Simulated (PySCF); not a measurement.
Geometry relaxation, with input and output: C5H17N3Si (part 2 of 2)

The same run, continued: C5H17N3Si; PBE0-D3(BJ)/def2-SVP geometry optimisation, gas phase (PySCF 2.14.0). It belongs to a series of runs on one base structure; here: H on C replaced by CH2NH2.

## Trajectory as extended XYZ, continued
```
26
Properties=species:S:1:pos:R:3:forces:R:3 step=6 energy=-17786.40322
C     3.2468   -0.0274   -0.8904    0.0123   0.0000  -0.0039
N     1.9439    0.1502   -0.3055   -0.0235  -0.0341   0.0426
C     1.7067    1.4590    0.2473    0.0092   0.0094  -0.0211
Si    0.8974   -1.1724    0.0989   -0.0112   0.0147  -0.0081
N    -0.7435   -0.7317   -0.2524    0.0140  -0.0498  -0.0036
C    -1.0895   -0.3147   -1.5911   -0.0207   0.0243   0.0109
C    -1.8483   -1.0674    0.6308    0.0170   0.0213  -0.0425
C    -2.2199    0.0602    1.5948    0.0323  -0.0020   0.0286
N    -2.5565    1.3378    1.0056   -0.0202  -0.0036   0.0133
H     4.0687    0.0750   -0.1526   -0.0024   0.0021  -0.0050
H     3.4297    0.7221   -1.6839   -0.0005  -0.0063  -0.0077
H     3.3328   -1.0254   -1.3481   -0.0063   0.0311   0.0231
H     2.3882    1.7009    1.0877    0.0050   0.0042   0.0005
H     1.8391    2.2465   -0.5191   -0.0057  -0.0023   0.0052
H     0.6736    1.5321    0.6210    0.0170  -0.0070  -0.0027
H     1.4533   -2.3145   -0.7006   -0.0186  -0.0010   0.0001
H     0.8531   -1.5713    1.5440    0.0164   0.0030   0.0085
H    -0.1798   -0.0071   -2.1309   -0.0141  -0.0074   0.0042
H    -1.5797   -1.1181   -2.1763    0.0024  -0.0036  -0.0105
H    -1.7727    0.5522   -1.5874   -0.0028   0.0004  -0.0020
H    -2.7263   -1.3383    0.0141   -0.0021   0.0025   0.0084
H    -1.6130   -1.9692    1.2237    0.0048  -0.0042  -0.0002
H    -3.0609   -0.2746    2.2279   -0.0001  -0.0018  -0.0015
H    -1.3688    0.2137    2.2835   -0.0216   0.0039  -0.0201
H    -1.7834    1.6699    0.4328    0.0135  -0.0002  -0.0079
H    -3.3597    1.2476    0.3858    0.0061   0.0064  -0.0088
26
Properties=species:S:1:pos:R:3:forces:R:3 step=7 energy=-17786.40394
C     3.2427   -0.0195   -0.8902    0.0006  -0.0253  -0.0037
N     1.9432    0.1452   -0.2942    0.0135   0.0076   0.0211
C     1.7062    1.4514    0.2641   -0.0121   0.0087  -0.0020
Si    0.8965   -1.1806    0.0960   -0.0164   0.0101  -0.0204
N    -0.7446   -0.7433   -0.2572   -0.0132  -0.0251  -0.0110
C    -1.0988   -0.3252   -1.5935    0.0114   0.0140   0.0008
C    -1.8475   -1.0652    0.6320    0.0102   0.0085  -0.0028
C    -2.2105    0.0718    1.5888    0.0146  -0.0086   0.0151
N    -2.5408    1.3475    0.9921   -0.0123   0.0027   0.0033
H     4.0693    0.0880   -0.1587   -0.0018   0.0043  -0.0014
H     3.4131    0.7327   -1.6838   -0.0009  -0.0041  -0.0070
H     3.3330   -1.0158   -1.3497    0.0012   0.0164   0.0121
H     2.3934    1.6933    1.1000    0.0037  -0.0008  -0.0032
H     1.8300    2.2420   -0.5005   -0.0064  -0.0028   0.0016
H     0.6762    1.5202    0.6465    0.0089  -0.0017   0.0012
H     1.4522   -2.3162   -0.7125   -0.0075  -0.0004   0.0041
H     0.8507   -1.5876    1.5389    0.0098   0.0015   0.0025
H    -0.1927   -0.0189   -2.1397   -0.0056  -0.0038   0.0001
H    -1.5935   -1.1278   -2.1763    0.0026  -0.0018  -0.0026
H    -1.7807    0.5427   -1.5859   -0.0005  -0.0020   0.0020
H    -2.7293   -1.3378    0.0215   -0.0012   0.0017   0.0074
H    -1.6131   -1.9623    1.2324   -0.0026  -0.0056  -0.0012
H    -3.0526   -0.2541    2.2253    0.0034   0.0001   0.0026
H    -1.3576    0.2259    2.2745   -0.0099  -0.0005  -0.0090
H    -1.7673    1.6700    0.4142    0.0064   0.0012  -0.0019
H    -3.3464    1.2584    0.3753    0.0039   0.0057  -0.0080
26
Properties=species:S:1:pos:R:3:forces:R:3 step=8 energy=-17786.40421
C     3.2387   -0.0163   -0.8874   -0.0068  -0.0188  -0.0004
N     1.9403    0.1423   -0.2876    0.0237   0.0215   0.0048
C     1.6991    1.4484    0.2688   -0.0099   0.0035   0.0064
Si    0.8939   -1.1856    0.0939   -0.0167   0.0025  -0.0112
N    -0.7477   -0.7530   -0.2615   -0.0093  -0.0052  -0.0164
C    -1.1028   -0.3312   -1.5963    0.0098  -0.0026  -0.0044
C    -1.8494   -1.0649    0.6315    0.0033   0.0033   0.0196
C    -2.2010    0.0766    1.5875   -0.0047  -0.0025  -0.0048
N    -2.5201    1.3552    0.9897   -0.0018  -0.0012  -0.0015
H     4.0665    0.1031   -0.1593   -0.0001   0.0051   0.0006
H     3.4007    0.7308   -1.6877    0.0009  -0.0018  -0.0052
H     3.3350   -1.0150   -1.3389    0.0051  -0.0015   0.0008
H     2.3903    1.6960    1.0998    0.0019  -0.0027  -0.0053
H     1.8132    2.2383   -0.4979   -0.0056  -0.0013  -0.0023
H     0.6717    1.5122    0.6581    0.0002   0.0006   0.0045
H     1.4490   -2.3185   -0.7181    0.0042   0.0007   0.0044
H     0.8489   -1.5954    1.5362    0.0009  -0.0023  -0.0012
H    -0.1976   -0.0246   -2.1435    0.0026   0.0005   0.0012
H    -1.5981   -1.1323   -2.1810    0.0002   0.0009   0.0023
H    -1.7842    0.5369   -1.5861    0.0003  -0.0001   0.0025
H    -2.7357   -1.3328    0.0256   -0.0001   0.0019   0.0013
H    -1.6193   -1.9620    1.2337   -0.0041  -0.0043  -0.0055
H    -3.0454   -0.2416    2.2248    0.0027   0.0050   0.0054
H    -1.3465    0.2243    2.2717    0.0018  -0.0008   0.0021
H    -1.7429    1.6700    0.4121   -0.0005  -0.0002   0.0038
H    -3.3253    1.2738    0.3713    0.0023  -0.0001  -0.0015
26
Properties=species:S:1:pos:R:3:forces:R:3 step=9 energy=-17786.40421
C     3.2334   -0.0142   -0.8850   -0.0083  -0.0037   0.0028
N     1.9364    0.1393   -0.2810    0.0199   0.0167  -0.0066
C     1.6889    1.4458    0.2713   -0.0026  -0.0014   0.0071
Si    0.8903   -1.1911    0.0925   -0.0093  -0.0017   0.0002
N    -0.7516   -0.7636   -0.2661   -0.0008   0.0111  -0.0109
C    -1.1047   -0.3376   -1.5999    0.0026  -0.0113  -0.0055
C    -1.8528   -1.0638    0.6309   -0.0041  -0.0039   0.0268
C    -2.1903    0.0815    1.5877   -0.0115   0.0006  -0.0145
N    -2.4952    1.3640    0.9905    0.0057  -0.0021  -0.0057
H     4.0625    0.1216   -0.1614    0.0005   0.0039   0.0012
H     3.3861    0.7241   -1.6954    0.0004  -0.0001  -0.0018
H     3.3374   -1.0172   -1.3241    0.0043  -0.0120  -0.0049
H     2.3860    1.7024    1.0945    0.0009  -0.0016  -0.0050
H     1.7885    2.2338   -0.4994   -0.0038   0.0008  -0.0038
H     0.6652    1.5027    0.6709   -0.0036   0.0012   0.0056
H     1.4484   -2.3209   -0.7213    0.0093   0.0000   0.0033
H     0.8443   -1.6036    1.5340   -0.0052  -0.0039  -0.0031
H    -0.1987   -0.0316   -2.1459    0.0051   0.0025   0.0006
H    -1.6007   -1.1362   -2.1876   -0.0017   0.0023   0.0048
H    -1.7845    0.5317   -1.5879    0.0005   0.0020   0.0010
H    -2.7439   -1.3240    0.0288    0.0004   0.0037  -0.0037
H    -1.6291   -1.9630    1.2326   -0.0048  -0.0027  -0.0056
H    -3.0373   -0.2268    2.2263    0.0026   0.0021   0.0047
H    -1.3335    0.2197    2.2706    0.0081  -0.0008   0.0076
H    -1.7138    1.6700    0.4138   -0.0040   0.0008   0.0034
H    -3.3001    1.2920    0.3704   -0.0005  -0.0029   0.0022
26
Properties=species:S:1:pos:R:3:forces:R:3 step=10 energy=-17786.40417
C     3.2306   -0.0150   -0.8846   -0.0034   0.0037   0.0012
N     1.9344    0.1382   -0.2791    0.0069   0.0037  -0.0028
C     1.6840    1.4456    0.2696    0.0013  -0.0030   0.0026
Si    0.8882   -1.1929    0.0935   -0.0027   0.0008   0.0009
N    -0.7534   -0.7674   -0.2677    0.0043   0.0109  -0.0031
C    -1.1045   -0.3395   -1.6014   -0.0012  -0.0090  -0.0028
C    -1.8552   -1.0633    0.6304   -0.0045  -0.0064   0.0148
C    -2.1853    0.0827    1.5889   -0.0061   0.0026  -0.0094
N    -2.4834    1.3673    0.9930    0.0042  -0.0020  -0.0034
H     4.0601    0.1305   -0.1635    0.0005   0.0018   0.0003
H     3.3792    0.7171   -1.7016    0.0000   0.0000  -0.0002
H     3.3382   -1.0213   -1.3156    0.0016  -0.0083  -0.0030
H     2.3857    1.7084    1.0868    0.0012   0.0003  -0.0033
H     1.7741    2.2313   -0.5047   -0.0025   0.0012  -0.0025
H     0.6630    1.4992    0.6765   -0.0019   0.0002   0.0040
H     1.4500   -2.3222   -0.7184    0.0062  -0.0008   0.0022
H     0.8400   -1.6057    1.5348   -0.0047  -0.0020  -0.0019
H    -0.1973   -0.0342   -2.1459    0.0027   0.0009   0.0002
H    -1.6013   -1.1365   -2.1904   -0.0021   0.0016   0.0029
H    -1.7827    0.5311   -1.5889    0.0006   0.0018  -0.0004
H    -2.7483   -1.3174    0.0289    0.0008   0.0043  -0.0042
H    -1.6360   -1.9650    1.2299   -0.0033  -0.0014  -0.0034
H    -3.0332   -0.2212    2.2285    0.0013   0.0005   0.0026
H    -1.3270    0.2151    2.2713    0.0053   0.0009   0.0043
H    -1.7003    1.6699    0.4166   -0.0030  -0.0002   0.0017
H    -3.2884    1.2999    0.3726   -0.0014  -0.0020   0.0028
```

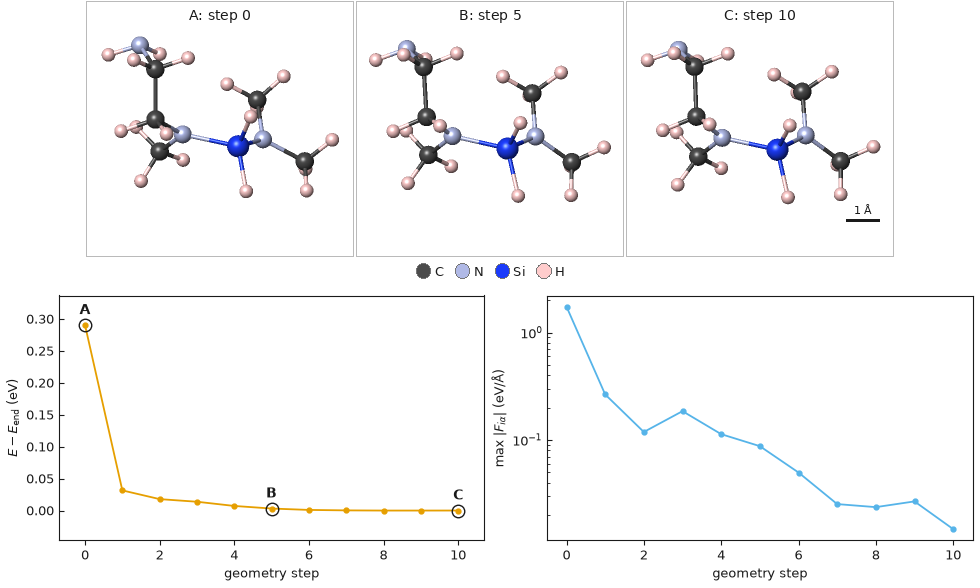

Fig. 1: Frames of the relaxation (ball-and-stick view, seen at an oblique angle) above the curves, on which the letters mark them (steps are counted from 0).

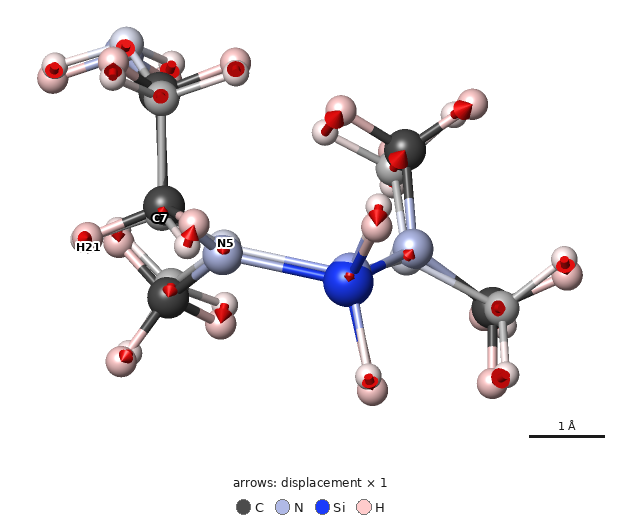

Fig. 2: Start (faint) and end (solid) with the displacements as red arrows, at true length (ball-and-stick view, seen at an oblique angle). The two geometries are laid on each other by the best rigid fit. The atom that moves furthest after the best rigid fit is H15 (0.61 Å). Largest moves by element: H 0.61 Å, C 0.43 Å, N 0.34 Å, Si 0.11 Å. Among the contacts that change: Si4–H16 1.447 → 1.500 Å, N2–Si4 1.691 → 1.733 Å, C1–H12 1.058 → 1.100 Å, Si4–H17 1.471 → 1.500 Å. Among the angles that change: N2–Si4–N5 105.7° → 109.8°, C1–N2–Si4 119.6° → 123.5°, N2–C1–H11 107.3° → 111.2°. After 10 geometry steps the energy has fallen by 0.290 eV. The largest force component goes from 1.7 to 0.015 eV/Å. (Atoms are counted from 1 in the order of the input.)

## Key numbers

| quantity | value |
| --- | --- |
| outcome | converged |
| total energy | −653.638302 hartree |
| dipole moment | 1.33 D |
| point group | C1 |
| wall time | 8.7 min |
| peak memory | 1.1 GiB |
